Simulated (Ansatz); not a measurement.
| atom | x (Å) | y (Å) | z (Å) |
| --- | --- | --- | --- |
| W | 0.1114 | 0.1817 | -0.4059 |
| Cl | 0.6795 | -0.3150 | 3.1086 |
| Cl | 2.3666 | -0.0688 | -0.0443 |
| Cl | -0.3498 | 2.3095 | -1.2583 |
| Cl | -1.8905 | 0.3938 | 0.7251 |
| Cl | -0.2097 | -2.1033 | -0.1837 |
| F | 0.4582 | -0.0852 | -2.2432 |
| H | 0.5346 | 1.2920 | 0.8270 |
| H | 0.7411 | 0.9387 | 2.6440 |

Core potentials replace the inner electrons of W; not at a stationary point (largest force 1.0 eV/Å).

The calculation used RKS PBE/def2-SVP (Ansatz 0.2.0).

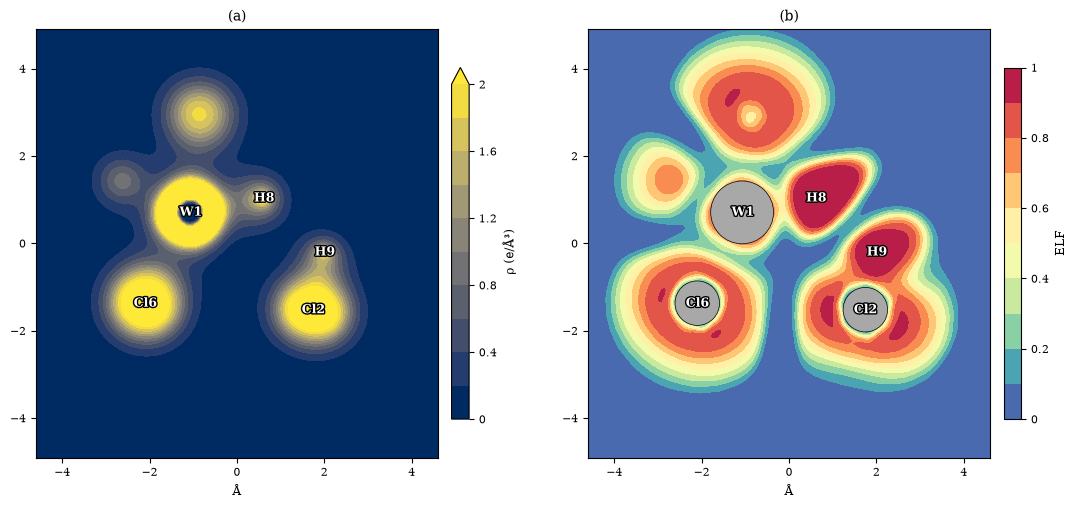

Cl4FHW···HCl. (a) electron density; (b) ELF on the plane of atoms Cl6, W1 and H8. Grey discs cover the atomic cores in the ELF map.

Q: Read the bonding off the picture.

A: Atoms in the plane: W, Cl and H. H8···H9 (1.86 Å): the density falls to about 0.12 e/Å³ on the way; the ELF dips to about 0.10 between them. W–Cl (2.32 Å): ρ at the midpoint is about 0.66 e/Å³; the ELF peaks at about 0.80 in the valence shell of Cl, 0.9 Å from its nucleus, and is about 0.40 at the midpoint. Cl–H (1.34 Å): ρ is about 1.8 e/Å³ halfway; the ELF climbs to about 1 towards the hydrogen, as it does in any bond to H: a covalent bond by its length. W–Cl (2.32 Å): the density is about 0.66 e/Å³ at the midpoint; the ELF peaks at about 0.80 in the valence shell of Cl, 0.9 Å from its nucleus, and is about 0.40 at the midpoint. W–H (1.71 Å): the density is about 1.6 e/Å³ at the midpoint; the ELF climbs to about 1 towards the hydrogen. The ELF also peaks beside Cl2, away from the bonds: lone-pair regions.
